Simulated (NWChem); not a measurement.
**B3LYP-D3(BJ)/6-31G(d) (spherical functions) run of C2H7NSi (SMILES C=NC[SiH3])**

Wanted: a geometry optimisation of C2H7NSi. 

The results are computed with NWChem 7.3.0.

1 further run of the same task is left out (set aside as unsound or not needed).

## (1) The molecule

The species is C2H7NSi (11 atoms), meant as a singlet with charge 0. As SMILES, `C=NC[SiH3]`. Geometry: relaxed at PBE0-D4/def2-TZVP. This is one conformer, not always the lowest. The run starts from this shape.

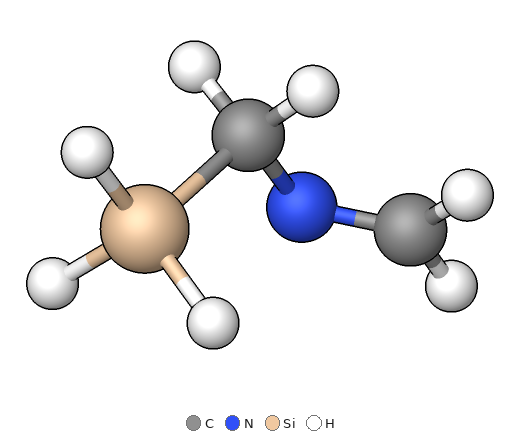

Viewed from a chosen angle; carbon grey, nitrogen blue, silicon light orange, hydrogen white.

## (2) A geometry optimisation at B3LYP-D3(BJ)/6-31G(d) (spherical functions)

Input file c2h7nsi.nw:

```
start c2h7nsi
title "C2H7NSi optimise"
memory 2200 mb

geometry units angstroms
C     -0.639400     1.869300     0.363900
N     -0.998600     0.713100     0.018000
C     -0.299000    -0.417000     0.562600
Si     0.706300    -1.257400    -0.802700
H     -1.145900     2.733500    -0.063200
H      0.166900     2.059000     1.086600
H     -1.029900    -1.151400     0.917900
H      0.365200    -0.161700     1.404500
H      1.729600    -0.311300    -1.319900
H     -0.179800    -1.683000    -1.914500
H      1.389900    -2.450100    -0.232400
end

basis spherical bse
C library 6-31G*
N library 6-31G*
Si library 6-31G*
H library 6-31G*
end

dft
xc b3lyp
disp vdw 4
grid fine
convergence energy 1e-07
maxiter 100
mulliken
print low
end

driver
maxiter 60
end

freq
temp 3 298.15 400 700
end

task dft optimize
task dft frequencies
```

Launch:

```bash
$ nwchem c2h7nsi.nw > c2h7nsi.out
```

Q: Predict the results. Wanted: total energy at the end; dispersion energy; lowest harmonic wavenumber; highest harmonic wavenumber; zero-point energy.

**Answer.** As computed:

Level: B3LYP-D3(BJ)/6-31G* (spherical functions).

| quantity | value |
| --- | --- |
| total energy at the end | -424.64298 Eh |
| dispersion energy | -35.85 kJ/mol |
| lowest harmonic wavenumber | 103 cm⁻¹ |
| highest harmonic wavenumber | 3167 cm⁻¹ |
| zero-point energy | 219.9 kJ/mol |

In words: At the final geometry: Bond lengths: C1–N2 1.269 Å, N2–C3 1.451 Å, C3–Si4 1.907 Å, C1–H5 1.091 Å, C1–H6 1.101 Å, C3–H7 1.097 Å, C3–H8 1.105 Å, Si4–H9 1.487 Å, Si4–H10 1.484 Å, Si4–H11 1.490 Å. Some angles: C1–N2–C3 118.2°, N2–C3–Si4 109.0°, N2–C1–H5 119.3°, N2–C1–H6 123.7°, N2–C3–H7 108.8°, N2–C3–H8 113.5°, Si4–C3–H7 107.7°, Si4–C3–H8 110.0°, C3–Si4–H9 109.4°, C3–Si4–H10 110.6°. All 27 modes are real, so the shape is a minimum at this level. The optimisation took 8 steps and changed the energy by -0.010 eV.
